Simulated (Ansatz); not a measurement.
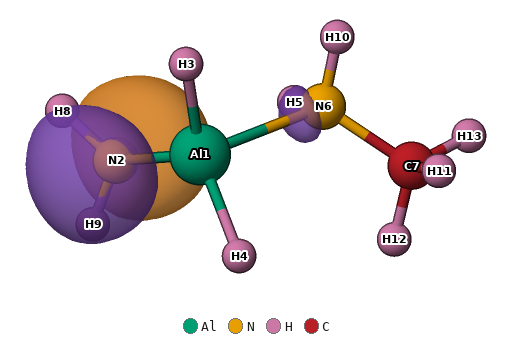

Figure 1: CH9AlN2. The HOMO at ±0.15 Å⁻³ᐟ² (orange and purple are the two phases), seen from one side.

All numbers below come from RKS B3LYP/def2-SVP (Ansatz 0.2.0).

Input

```
crystal:
  periodic: [false, false, false]
  atoms:
    - { symbol: Al, position_ang: [-0.079823, 0.660603, 2.108513] }
    - { symbol: "N", position_ang: [-1.546371, 1.05834, 1.013216] }
    - { symbol: H, position_ang: [0.888541, 1.852135, 2.481017] }
    - { symbol: H, position_ang: [0.002572, -0.814245, 2.674334] }
    - { symbol: H, position_ang: [-0.152922, 0.369762, -0.714426] }
    - { symbol: "N", position_ang: [0.784026, 0.006201, -0.907859] }
    - { symbol: C, position_ang: [0.742809, -1.287853, -1.573105] }
    - { symbol: H, position_ang: [-1.802971, 1.999771, 0.728451] }
    - { symbol: H, position_ang: [-2.338124, 0.432607, 0.88721] }
    - { symbol: H, position_ang: [1.276044, 0.700273, -1.467755] }
    - { symbol: H, position_ang: [1.766572, -1.665128, -1.734096] }
    - { symbol: H, position_ang: [0.227674, -2.027141, -0.936526] }
    - { symbol: H, position_ang: [0.232072, -1.285425, -2.558973] }
basis:
  gaussian: { orbitals: def2-SVP }
hamiltonian:
  xc: b3lyp
relax:
  f_tol: 0.03
  max_steps: 50
output:
  orbitals: {}
```

Run with:

```sh
ansatz run input.yaml --threads 2 --pin off --max-ram 3072MiB --backend cpu --events-out ev --progress --plain --runs-dir out
```

The fields are those of the relaxed geometry.

Where does this orbital lie, and at what energy?

Its weight (Hirshfeld) is mainly on N2 (about 70 %); largely a lone pair of N2. Its energy is −5.84 eV.
